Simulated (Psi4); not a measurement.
# InNH3Cl (SMILES [NH2][InH][Cl]): TPSSh/def2-SVPD (core potential)

What is the vertical singlet–triplet gap of InNH3Cl at TPSSh/def2-SVPD (core potential)? The job is set up through a Python script.

Program for the calculation: Psi4 1.11.

1 further run of the same task is left out (set aside as unsound or not needed).

## 1. The structure to begin with

InNH3Cl has 6 atoms, charge 0, and is taken as a singlet. SMILES: `[NH2][InH][Cl]`. The coordinates come from a PBE0-D4/def2-TZVP relaxation.

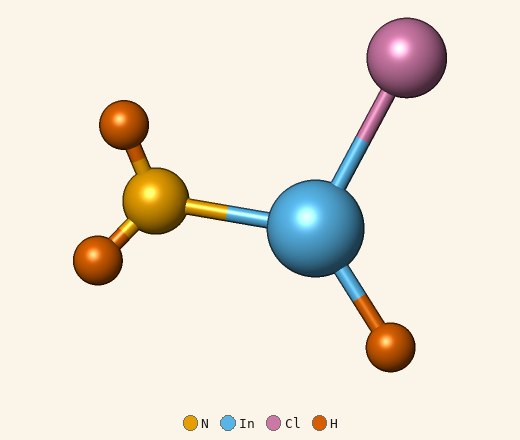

Viewed from a chosen angle; nitrogen amber, indium blue, chlorine pink, hydrogen orange.

## 2. Energy and gradient at TPSSh/def2-SVPD (core potential)

File calc.py:

```python
import psi4

psi4.set_memory(1600000000)
psi4.set_num_threads(1)
psi4.set_output_file('psi4.out', False)

mol = psi4.geometry("""
0 1
N     -1.92903243     0.35545748    -0.95261094
In     1.49685206     0.28081330     0.61964120
Cl     1.87234064    -3.34670497     3.11653632
H     -2.30433204     1.43883747    -2.47213972
H     -2.94457125    -1.25572301    -0.99550772
H      3.88811150     2.40637725     0.59677551
units au
symmetry c1
no_reorient
no_com
""")

options = {'basis': 'def2-SVPD', 'reference': 'rks', 'puream': True, 'e_convergence': 1e-09, 'd_convergence': 1e-08, 'scf_type': 'pk', 'dft_radial_points': 99, 'dft_spherical_points': 590}
psi4.set_options(options)

e_tot = psi4.gradient('tpssh')
print('gradient / Eh bohr^-1')
print(e_tot.np.round(6))
```

Run with:

```bash
python calc.py
```

psi4.out:

```text
[...]
    !!!  WARNING: ECP capability is in beta. Please check occupations closely.  !!!
[...]
  Running in c1 symmetry.
[...]
  Nuclear repulsion =  168.696243483527411
[...]
  Multiplicity = 1
[...]
  Nalpha       = 24
  Nbeta        = 24
[...]
    Number of basis functions: 103
[...]
   @RKS iter   1:  -706.26315997931306   -6.16093e-01   9.34960e-03 ADIIS/DIIS
[...]
   @RKS iter  12:  -706.70821315163755   -6.59384e-12   6.09474e-09 DIIS
[...]
    Orbital Energies [Eh]
    ---------------------
    Doubly Occupied:
       1A   -101.333112     2A    -14.259089     3A     -9.356526
       4A     -7.109041     5A     -7.104010     6A     -7.103254
       7A     -4.628893     8A     -3.049278     9A     -3.042741
      10A     -3.038678    11A     -0.823949    12A     -0.790077
      13A     -0.757021    14A     -0.755851    15A     -0.752501
      16A     -0.741755    17A     -0.723515    18A     -0.467779
      19A     -0.435116    20A     -0.346110    21A     -0.322404
      22A     -0.297833    23A     -0.286482    24A     -0.251736
[...]
  @RKS Final Energy:  -706.70821315163755
   => Energetics <=
    Nuclear Repulsion Energy =            168.6962434835274109
    One-Electron Energy =               -1382.6536785447488001
    Two-Electron Energy =                 555.1049916677563942
    DFT Exchange-Correlation Energy =     -47.8557697581726771
    Empirical Dispersion Energy =           0.0000000000000000
    VV10 Nonlocal Energy =                  0.0000000000000000
    Total Energy =                       -706.7082131516375512
[...]
 Multipole Moments:
 ------------------------------------------------------------------------------------
     Multipole            Electronic (a.u.)      Nuclear  (a.u.)        Total (a.u.)
 ------------------------------------------------------------------------------------
 L = 1.  Multiply by 2.5417464519 to convert [e a0] to [Debye]
 Dipole X            :        -48.5625150           48.3996653           -0.1628497
 Dipole Y            :         46.7394892          -45.9192111            0.8202781
 Dipole Z            :        -57.3784356           56.4544341           -0.9240015
 Magnitude           :                                                    1.2462563
[...]
  -Total Gradient:
     Atom            X                  Y                   Z
    ------   -----------------  -----------------  -----------------
       1        0.003283948898    -0.000842551160     0.000321721894
       2       -0.007585568390    -0.008896177005     0.001965118384
       3       -0.001252730752     0.010212475739    -0.007201448520
       4        0.002369370890    -0.004523478829     0.005231917980
       5        0.004840657792     0.005417013827    -0.000137154676
       6       -0.001671277452    -0.001381823094    -0.000158148374
[...]
```

On the terminal:

```text
gradient / Eh bohr^-1
[[ 0.003284 -0.000843  0.000322]
 [-0.007586 -0.008896  0.001965]
 [-0.001253  0.010212 -0.007201]
 [ 0.002369 -0.004523  0.005232]
 [ 0.004841  0.005417 -0.000137]
 [-0.001671 -0.001382 -0.000158]]
```

It took 33 s on 1 thread of Intel Xeon 6975P-C (Granite Rapids), shared host; peak memory 0.7 GiB.

## 3. The triplet: a single-point energy at UTPSSh/def2-SVPD (core potential)

File calc.py:

```python
import psi4

psi4.set_memory(1600000000)
psi4.set_num_threads(1)
psi4.set_output_file('clh3inn.out', False)

geom = psi4.geometry("""
0 3
N
In 1 1.995092
Cl 2 2.338841 1 109.21054
H 1 1.007319 2 121.55473 3 -161.39576
H 1 1.008088 4 110.99422 2 -146.64709
H 2 1.693091 1 131.52947 4 23.85832
symmetry c1
""")

psi4.set_options({
    'basis': 'def2-SVPD',
    'reference': 'uks',
    'puream': True,
    'e_convergence': 1e-09,
    'd_convergence': 1e-08,
    'scf_type': 'pk',
    'dft_radial_points': 99,
    'dft_spherical_points': 590,
    'maxiter': 100,
})

result = psi4.energy('tpssh')
print('E =', round(result, 9))
```

Run with:

```bash
python calc.py
```

clh3inn.out:

```text
[...]
    !!!  WARNING: ECP capability is in beta. Please check occupations closely.  !!!
[...]
  Running in c1 symmetry.
[...]
  Nuclear repulsion =  168.696253894361064
[...]
  Multiplicity = 3
[...]
  Nalpha       = 25
  Nbeta        = 23
[...]
    Number of basis functions: 103
[...]
   @UKS iter   1:  -705.88997175758539   -2.76512e-01   1.02252e-02 ADIIS/DIIS
[...]
   @UKS iter  19:  -706.53989982875908   -6.59384e-12   8.14922e-09 DIIS
[...]
   @S^2 Observed:                2.006516490E+00
[...]
    Orbital Energies [Eh]
    ---------------------
    Alpha Occupied:
       1A   -101.335490     2A    -14.385958     3A     -9.359033
       4A     -7.110667     5A     -7.108303     6A     -7.105603
       7A     -4.613867     8A     -3.029748     9A     -3.029592
      10A     -3.025663    11A     -0.940571    12A     -0.786725
      13A     -0.745026    14A     -0.744924    15A     -0.741057
      16A     -0.736386    17A     -0.720573    18A     -0.569786
      19A     -0.487978    20A     -0.412639    21A     -0.370859
      22A     -0.320663    23A     -0.300791    24A     -0.291291
      25A     -0.101529
    Alpha Virtual:
[...]
  @UKS Final Energy:  -706.53989982875908
   => Energetics <=
    Nuclear Repulsion Energy =            168.6962538943610639
    One-Electron Energy =               -1381.8499639363221831
    Two-Electron Energy =                 554.4363967456321234
    DFT Exchange-Correlation Energy =     -47.8225865324300230
    Empirical Dispersion Energy =           0.0000000000000000
    VV10 Nonlocal Energy =                  0.0000000000000000
    Total Energy =                       -706.5398998287590757
[...]
 Multipole Moments:
 ------------------------------------------------------------------------------------
     Multipole            Electronic (a.u.)      Nuclear  (a.u.)        Total (a.u.)
 ------------------------------------------------------------------------------------
 L = 1.  Multiply by 2.5417464519 to convert [e a0] to [Debye]
 Dipole X            :         -1.3077046            0.5619630           -0.7457416
 Dipole Y            :         28.0725049          -27.3284358            0.7440691
 Dipole Z            :          4.4107324           -6.3118145           -1.9010821
 Magnitude           :                                                    2.1734495
[...]
```

The script printed:

```text
E = -706.539899829
```

It took 60 s on 1 thread of Intel Xeon 6975P-C (Granite Rapids), shared host; peak memory 0.7 GiB.

## 4. Summary of results

Level: TPSSh/def2-SVPD (core potential).

| quantity | value |
| --- | --- |
| singlet: total energy | -706.70821 Eh |
| singlet: dipole moment | 3.17 D |
| singlet: HOMO energy | -6.85 eV |
| singlet: LUMO energy | -1.60 eV |
| singlet: HOMO–LUMO gap | 5.25 eV |
| singlet: largest force on an atom | 0.646 eV/Å |
| triplet: total energy | -706.53990 Eh |
| triplet: dipole moment | 5.52 D |
| triplet: HOMO energy (highest over α and β) | -2.76 eV |
| triplet: ⟨S²⟩ | 2.007 |
| vertical energy of the triplet above the singlet | 4.580 eV |

**Reading.** At this shape the triplet lies 4.58 eV (106 kcal/mol) above the singlet. The largest force (singlet) is 0.65 eV/Å: the shape isn't a stationary point for this species at this level.
